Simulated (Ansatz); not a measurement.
## BH₃ClF: geometry relaxation

BH₃ClF, computed with RKS PBE0/def2-SVP (Ansatz 0.2.0).

The input holds or restrains some coordinates. It belongs to a series of runs on one base structure; here: pulled along the bonds that form and break, towards end A.

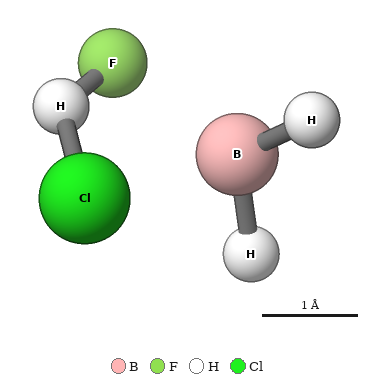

*The starting structure (ball-and-stick view, seen at a tilt).*

Key numbers:

| quantity | value |
| --- | --- |
| outcome | converged under the restraints of the input |
| total energy | −15951.1805 eV |
| mean-field energy | −15951.1805 eV |
| largest force (length of the vector) at the end, held atoms and coordinates included | 1.239 eV/Å |
| hardware | 1 thread of Arm Neoverse V1, 24 GiB of memory available, shared host |
| wall time | 13 s |
| peak memory | 0.13 GiB |

The input:
```yaml
crystal:
  periodic: [false, false, false]
  atoms:
    - { symbol: B, position_ang: [0.0, 0.0, 0.0] }
    - { symbol: F, position_ang: [0.0, 0.0, 1.67] }
    - { symbol: H, position_ang: [1.0305, 0.0, -0.595] }
    - { symbol: H, position_ang: [-1.0305, 0.0, -0.595] }
    - { symbol: Cl, position_ang: [0.0903, -2.0478, 0.6811] }
    - { symbol: H, position_ang: [0.047, -1.0669, 1.6505] }
basis:
  gaussian: { orbitals: def2-SVP }
hamiltonian:
  xc: pbe0
relax:
  f_tol: 0.15
  max_steps: 25
  restrain:
    - { distance: [0, 4], at: 3.06, k: 30.0 }
    - { distance: [5, 1], at: 2.12, k: 30.0 }
    - { distance: [0, 1], at: 1.32, k: 30.0 }
    - { distance: [5, 4], at: 1.37, k: 30.0 }
output:
  orbitals: {}
```

Command:
```bash
ansatz run input.yaml --threads 1 --pin off --max-ram 2048MiB --backend cpu --events-out ev --progress --plain --runs-dir out
```

Output:
```
The last accepted step is kept in [file] (removed where the run ends without a failure and the disk answers)
Engine: ansatz 0.2.0, aarch64-unknown-linux-gnu
Functional definition: PBE0
  parameter a = 0.25
  parameter kappa = 0.804
  parameter beta = 0.06672455060314922
  exchange = (1 - a)*pbe_x(kappa = kappa, mu = beta*pi^2/3) + a*exact_x
  correlation = pbe_c(beta = beta)
648 factors; integrals over basis functions are off by at most 3.2e-4 eV
mean field evaluation 1: about -15948.5522 eV, gradient 2.0e1 eV
mean field evaluation 2: about -15948.3987 eV, gradient 2.4e1 eV
mean field evaluation 4: about -15949.2358 eV, gradient 5.2e-1 eV
mean field evaluation 8: about -15949.2641 eV, gradient 4.8e-2 eV
mean field -15949.26411836 eV, -586.1246455503 hartree, gradient 1.1e-5 eV, S^2 0.000000; 0 other end points of the search recorded, 0 dependent functions left out
the calculation of the forces begins
reference -15949.26413748 eV, -586.1246462529 hartree; 17, 17 occupied and 44, 44 virtual orbitals, 648 factors
relax step   1: F+E_penalty+E_count = -15949.26411836 eV  Δ(F+E_penalty+E_count) = +0.000e0 eV  max|allowed force component| = 5.291e0 eV/Å  E_restraint = 30.58633368 eV  max|allowed force component, restraints' pulls added| = 3.681e1 eV/Å  Δτ_max = 0.0000 Å  (25 SCF iters, accepted)
  distance B 0 - Cl 4 = 2.1600 Å
  distance H 5 - F 1 = 1.0681 Å
  distance B 0 - F 1 = 1.6700 Å
  distance H 5 - Cl 4 = 1.3798 Å
these checks for a lower state are left out or cut short: starts, cluster_reference, orbital_swaps, neighbouring_geometries, increment
648 factors; integrals over basis functions are off by at most 3.4e-4 eV
mean field evaluation 16: about -15948.8925 eV, gradient 1.7e1 eV
mean field -15949.99477488 eV, -586.1514966822 hartree, gradient 9.1e-6 eV, S^2 0.000000; 0 other end points of the search recorded, 0 dependent functions left out
the calculation of the forces begins
reference -15949.99479463 eV, -586.1514974079 hartree; 17, 17 occupied and 44, 44 virtual orbitals, 648 factors
relax step   2: F+E_penalty+E_count = -15949.99477488 eV  Δ(F+E_penalty+E_count) = -7.307e-1 eV  max|allowed force component| = 2.964e0 eV/Å  E_restraint = 14.86912397 eV  max|allowed force component, restraints' pulls added| = 2.449e1 eV/Å  Δτ_max = 0.1949 Å  (34 SCF iters, accepted)
  distance B 0 - Cl 4 = 2.4726 Å
  distance H 5 - F 1 = 1.3579 Å
  distance B 0 - F 1 = 1.5744 Å
  distance H 5 - Cl 4 = 1.3953 Å
these checks for a lower state are left out or cut short: starts, cluster_reference, orbital_swaps, neighbouring_geometries, increment
648 factors; integrals over basis functions are off by at most 4.2e-4 eV
mean field -15950.58561875 eV, -586.1732097939 hartree, gradient 8.9e-6 eV, S^2 0.000000; 0 other end points of the search recorded, 0 dependent functions left out
the calculation of the forces begins
reference -15950.58563931 eV, -586.1732105493 hartree; 17, 17 occupied and 44, 44 virtual orbitals, 648 factors
relax step   3: F+E_penalty+E_count = -15950.58561875 eV  Δ(F+E_penalty+E_count) = -5.908e-1 eV  max|allowed force component| = 2.781e0 eV/Å  E_restraint = 4.61751362 eV  max|allowed force component, restraints' pulls added| = 1.361e1 eV/Å  Δτ_max = 0.1949 Å  (33 SCF iters, accepted)
  distance B 0 - Cl 4 = 2.7224 Å
  distance H 5 - F 1 = 1.6959 Å
  distance B 0 - F 1 = 1.4371 Å
  distance H 5 - Cl 4 = 1.3527 Å
these checks for a lower state are left out or cut short: starts, cluster_reference, orbital_swaps, neighbouring_geometries, increment
648 factors; integrals over basis functions are off by at most 5.4e-4 eV
mean field evaluation 32: about -15950.5724 eV, gradient 1.0e1 eV
mean field -15950.92233732 eV, -586.1855839729 hartree, gradient 1.2e-5 eV, S^2 0.000000; 0 other end points of the search recorded, 0 dependent functions left out
the calculation of the forces begins
reference -15950.92235849 eV, -586.1855847510 hartree; 17, 17 occupied and 44, 44 virtual orbitals, 648 factors
relax step   4: F+E_penalty+E_count = -15950.92233732 eV  Δ(F+E_penalty+E_count) = -3.367e-1 eV  max|allowed force component| = 2.260e0 eV/Å  E_restraint = 0.32322748 eV  max|allowed force component, restraints' pulls added| = 3.695e0 eV/Å  Δτ_max = 0.1981 Å  (27 SCF iters, accepted)
  distance B 0 - Cl 4 = 2.9459 Å
  distance H 5 - F 1 = 2.0400 Å
  distance B 0 - F 1 = 1.3102 Å
  distance H 5 - Cl 4 = 1.3249 Å
these checks for a lower state are left out or cut short: starts, cluster_reference, orbital_swaps, neighbouring_geometries, increment
648 factors; integrals over basis functions are off by at most 5.5e-4 eV
mean field -15951.11296823 eV, -586.1925895297 hartree, gradient 8.8e-6 eV, S^2 0.000000; 0 other end points of the search recorded, 0 dependent functions left out
the calculation of the forces begins
reference -15951.11298926 eV, -586.1925903027 hartree; 17, 17 occupied and 44, 44 virtual orbitals, 648 factors
relax step   5: F+E_penalty+E_count = -15951.11296823 eV  Δ(F+E_penalty+E_count) = -1.906e-1 eV  max|allowed force component| = 1.402e0 eV/Å  E_restraint = 0.03374281 eV  max|allowed force component, restraints' pulls added| = 1.889e0 eV/Å  Δτ_max = 0.1948 Å  (28 SCF iters, accepted)
  distance B 0 - Cl 4 = 3.0196 Å
  distance H 5 - F 1 = 2.1270 Å
  distance B 0 - F 1 = 1.3243 Å
  distance H 5 - Cl 4 = 1.3465 Å
these checks for a lower state are left out or cut short: starts, cluster_reference, orbital_swaps, neighbouring_geometries, increment
648 factors; integrals over basis functions are off by at most 5.3e-4 eV
mean field -15951.17947308 eV, -586.1950335380 hartree, gradient 1.3e-5 eV, S^2 0.000000; 0 other end points of the search recorded, 0 dependent functions left out
the calculation of the forces begins
reference -15951.17949434 eV, -586.1950343192 hartree; 17, 17 occupied and 44, 44 virtual orbitals, 648 factors
relax step   6: F+E_penalty+E_count = -15951.17947308 eV  Δ(F+E_penalty+E_count) = -6.650e-2 eV  max|allowed force component| = 1.010e0 eV/Å  E_restraint = 0.02416600 eV  max|allowed force component, restraints' pulls added| = 1.643e-1 eV/Å  Δτ_max = 0.1094 Å  (27 SCF iters, accepted)
  distance B 0 - Cl 4 = 3.0599 Å
  distance H 5 - F 1 = 2.1259 Å
  distance B 0 - F 1 = 1.3286 Å
  distance H 5 - Cl 4 = 1.3312 Å
these checks for a lower state are left out or cut short: starts, cluster_reference, orbital_swaps, neighbouring_geometries, increment
648 factors; integrals over basis functions are off by at most 5.2e-4 eV
mean field -15951.18045615 eV, -586.1950696652 hartree, gradient 2.0e-5 eV, S^2 0.000000; 0 other end points of the search recorded, 0 dependent functions left out
the calculation of the forces begins
reference -15951.18047743 eV, -586.1950704469 hartree; 17, 17 occupied and 44, 44 virtual orbitals, 648 factors
relax step   7: F+E_penalty+E_count = -15951.18045615 eV  Δ(F+E_penalty+E_count) = -9.831e-4 eV  max|allowed force component| = 9.950e-1 eV/Å  E_restraint = 0.02400663 eV  max|allowed force component, restraints' pulls added| = 2.883e-2 eV/Å  Δτ_max = 0.0192 Å  (23 SCF iters, accepted)
  distance B 0 - Cl 4 = 3.0599 Å
  distance H 5 - F 1 = 2.1232 Å
  distance B 0 - F 1 = 1.3262 Å
  distance H 5 - Cl 4 = 1.3306 Å
648 factors; integrals over basis functions are off by at most 5.2e-4 eV
mean field evaluation 64: about -15951.1501 eV, gradient 6.1e-1 eV
```

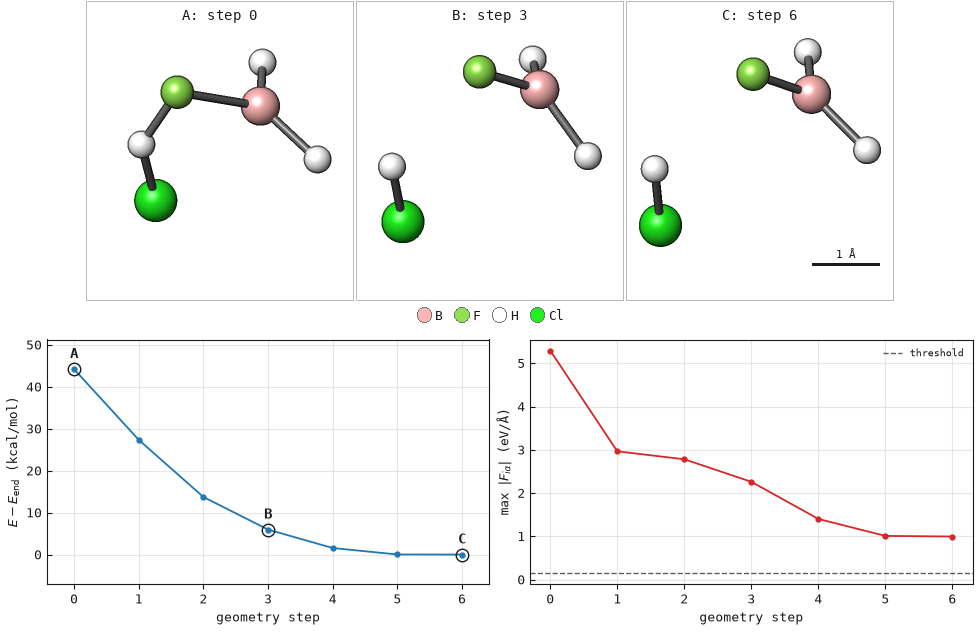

*Frames of the restrained relaxation (ball-and-stick view, seen at a tilt) above the curves, on which the letters mark them (the first geometry is step 0 here and step 1 in the log).*

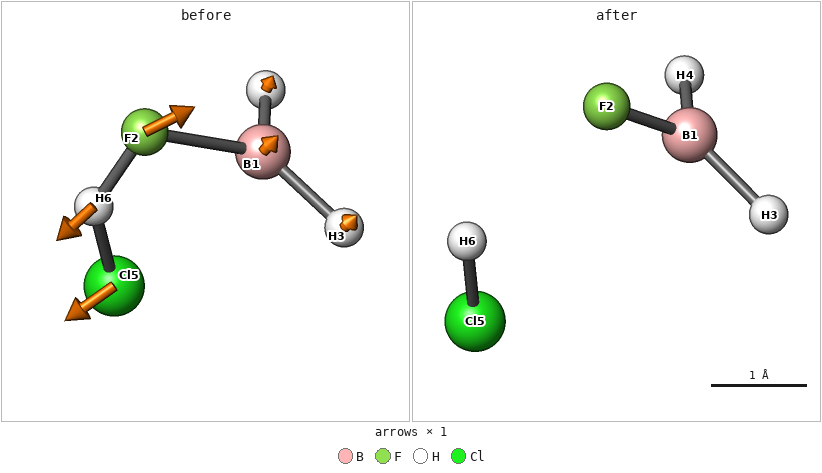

*Before (left) and after (right) the restrained relaxation, at one scale (ball-and-stick view, seen at a tilt). The orange arrows give the displacements, at true length.*

The atom that moves furthest after the best rigid fit is Cl5 (0.65 Å). By element the largest moves are Cl 0.65 Å, F 0.60 Å, H 0.56 Å, B 0.26 Å. Among the contacts that change: F2–H6 1.068 → 2.123 Å, B1–F2 1.670 → 1.326 Å, Cl5–H6 1.380 → 1.331 Å, B1–H3 1.190 → 1.206 Å. Bonds break: F2–H6 (1.07 → 2.12 Å). Among the angles that change: H3–B1–H4 120.0° → 124.9°, F2–B1–H3 120.0° → 117.5°. Over 6 geometry steps the energy falls by 44.2 kcal/mol. The largest force component goes from 5.3 to 1 eV/Å. (Atoms are counted from 1 in the order of the input.)

```
mean field -15951.18045615 eV, -586.1950696652 hartree, gradient 2.0e-5 eV, S^2 0.000000; 1 other end points of the search recorded, 0 dependent functions left out
the calculation of the forces begins
reference -15951.18047743 eV, -586.1950704469 hartree; 17, 17 occupied and 44, 44 virtual orbitals, 648 factors
Total energy: -15951.18047743 eV, -586.1950704469 hartree
Atom 0 at    -0.006757     0.263115    -0.030336 Å, force    -0.002536    -0.026690    -0.211128 eV/Å
Atom 1 at    -0.007949     0.436685     1.284411 Å, force    -0.003992     0.118226     0.181254 eV/Å
Atom 2 at     1.062057     0.251771    -0.589926 Å, force     0.005085     0.001531     0.000696 eV/Å
Atom 3 at    -1.076504     0.194552    -0.584558 Å, force    -0.001005    -0.000777     0.004725 eV/Å
Atom 4 at     0.095709    -2.638265     0.936407 Å, force    -0.022655     0.902748     0.762190 eV/Å
Atom 5 at     0.070744    -1.622559     1.795603 Å, force     0.025103    -0.995039    -0.737738 eV/Å
Dipole moment:    -0.002446     0.123282     0.074965 e Å
```

Trajectory as extended XYZ (Å, eV, eV/Å), 7 frames, from step=1 to step=7:
```
6
Properties=species:S:1:pos:R:3:forces:R:3 step=1 energy=-15949.26412
B     0.0000    0.0000    0.0000    0.1384  -3.0669   1.3304
F     0.0000    0.0000    1.6700   -0.2096   5.2914  -0.7426
H     1.0305    0.0000   -0.5950    0.5203   0.9704   0.5214
H    -1.0305    0.0000   -0.5950   -0.5443   0.8037   0.5626
Cl    0.0903   -2.0478    0.6811    0.0670  -3.4889  -2.8337
H     0.0470   -1.0669    1.6505    0.0281  -0.5098   1.1618
6
Properties=species:S:1:pos:R:3:forces:R:3 step=2 energy=-15949.99477
B    -0.0041    0.1300    0.0187    0.1581  -2.1853   2.2099
F    -0.0068    0.1609    1.5928   -0.0594   1.8077  -2.9640
H     1.0333    0.0144   -0.5859    0.2067   0.8406   0.6005
H    -1.0354    0.0124   -0.5864   -0.3237   0.7443   0.5620
Cl    0.0976   -2.2379    0.7235   -0.0362  -0.1097   0.2815
H     0.0527   -1.1945    1.6489    0.0545  -1.0976  -0.6900
6
Properties=species:S:1:pos:R:3:forces:R:3 step=3 energy=-15950.58562
B    -0.0080    0.2515    0.0489    0.1637  -2.0837   1.3793
F    -0.0135    0.3226    1.4842   -0.0143   0.9893  -2.7808
H     1.0311    0.0241   -0.5754   -0.1614   0.9688   0.7264
H    -1.0356    0.0214   -0.5771   -0.0055   0.8944   0.6422
Cl    0.1031   -2.3723    0.7662   -0.0459   0.5910   0.9444
H     0.0601   -1.3620    1.6647    0.0634  -1.3597  -0.9115
6
Properties=species:S:1:pos:R:3:forces:R:3 step=4 energy=-15950.92234
B    -0.0108    0.3349    0.0498    0.1298  -2.2600  -1.6084
F    -0.0183    0.4709    1.3529   -0.0046   0.8338   0.6294
H     1.0270    0.0630   -0.5579   -0.0969   0.9092   0.4781
H    -1.0367    0.0588   -0.5627   -0.0349   0.8547   0.4022
Cl    0.1084   -2.5073    0.8152   -0.0366   0.6008   0.7733
H     0.0676   -1.5350    1.7143    0.0431  -0.9384  -0.6747
6
Properties=species:S:1:pos:R:3:forces:R:3 step=5 energy=-15951.11297
B    -0.0099    0.2093    0.0188   -0.0851   0.7042  -0.7693
F    -0.0152    0.5255    1.3049   -0.0103  -0.2045   0.2974
H     1.0515    0.1966   -0.5593    0.0339  -0.2371   0.1460
H    -1.0717    0.1868   -0.5694    0.0660  -0.2496   0.2163
Cl    0.1139   -2.6688    0.9240   -0.0663   1.3886   0.8701
H     0.0687   -1.5641    1.6926    0.0617  -1.4017  -0.7604
6
Properties=species:S:1:pos:R:3:forces:R:3 step=6 energy=-15951.17947
B    -0.0077    0.2668   -0.0253   -0.0338  -0.1006  -0.1817
F    -0.0112    0.4468    1.2911    0.0040   0.1132   0.0511
H     1.0608    0.2327   -0.5877   -0.0156   0.0402   0.0464
H    -1.0775    0.1952   -0.5851    0.0444   0.0337   0.0538
Cl    0.1039   -2.6376    0.9313   -0.0351   0.9231   0.7715
H     0.0690   -1.6187    1.7874    0.0361  -1.0096  -0.7412
6
Properties=species:S:1:pos:R:3:forces:R:3 step=7 energy=-15951.18046
B    -0.0068    0.2631   -0.0303   -0.0025  -0.0267  -0.2111
F    -0.0079    0.4367    1.2844   -0.0040   0.1182   0.1813
H     1.0621    0.2518   -0.5899    0.0051   0.0015   0.0007
H    -1.0765    0.1946   -0.5846   -0.0010  -0.0008   0.0047
Cl    0.0957   -2.6383    0.9364   -0.0227   0.9027   0.7622
H     0.0707   -1.6226    1.7956    0.0251  -0.9950  -0.7377
```

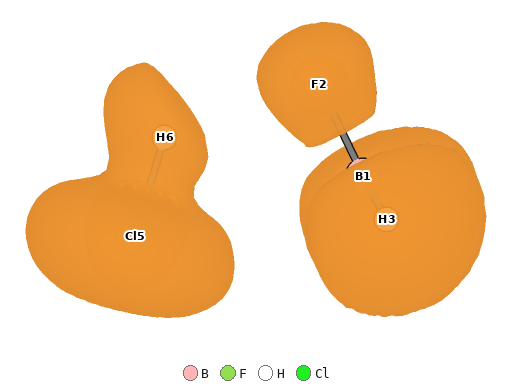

*Isosurface of the electron localisation function at 0.75 (orange), seen face on. Core shells and regions of very low density are left out.*

Values along the shortest contacts: B1···Cl5 (3.06 Å): the ELF is only about 0.10 between them; a non-bonded, intermolecular contact.

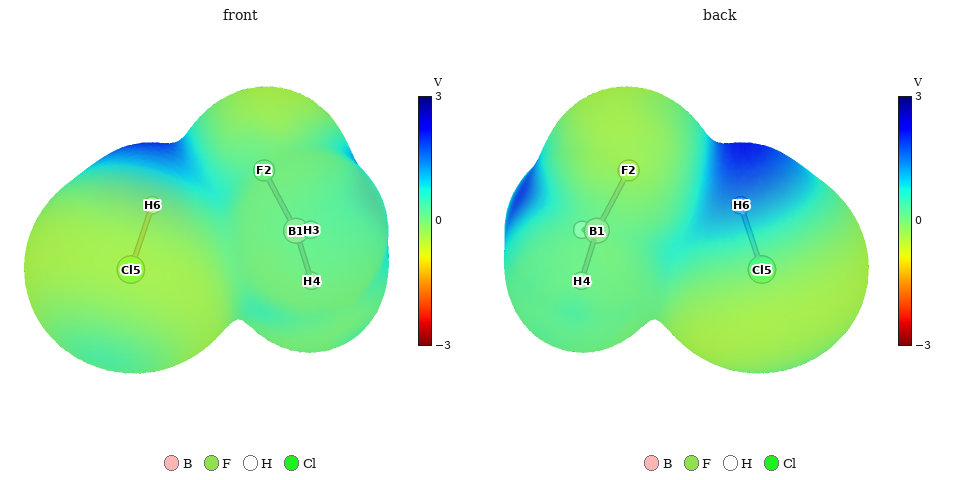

*The electrostatic potential painted on the density surface at 0.002 e/bohr³, seen at a tilt and from behind; red is negative and blue positive.*

A positive charge is drawn to the negative regions and a negative charge to the positive ones.

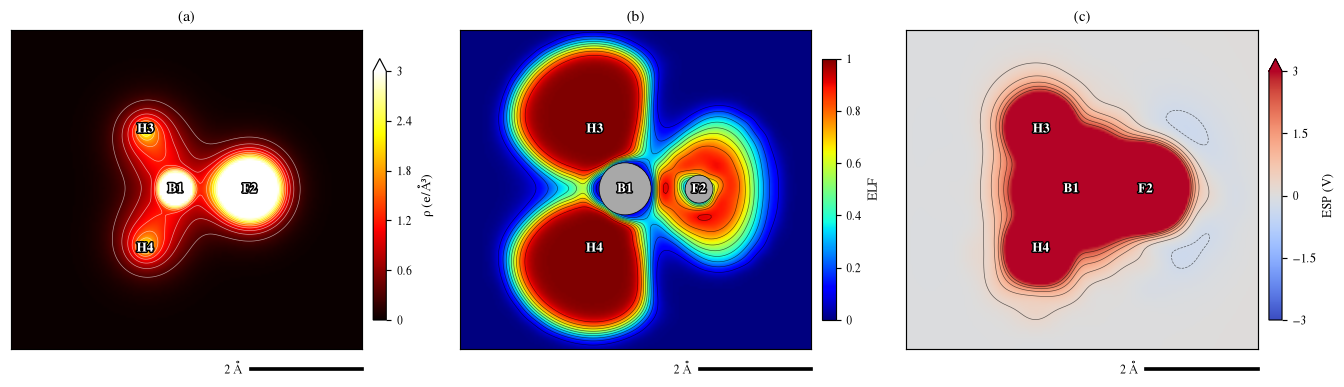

*(a) electron density; (b) electron localisation function; (c) electrostatic potential on the plane of atoms F2, B1 and H3. Grey discs, where drawn, cover atomic cores.*

Atoms in the plane: B, F and H. B–F (1.33 Å): ρ is about 2.2 e/Å³ halfway; the ELF peaks at about 0.90 between the atoms, which marks a polar covalent bond.
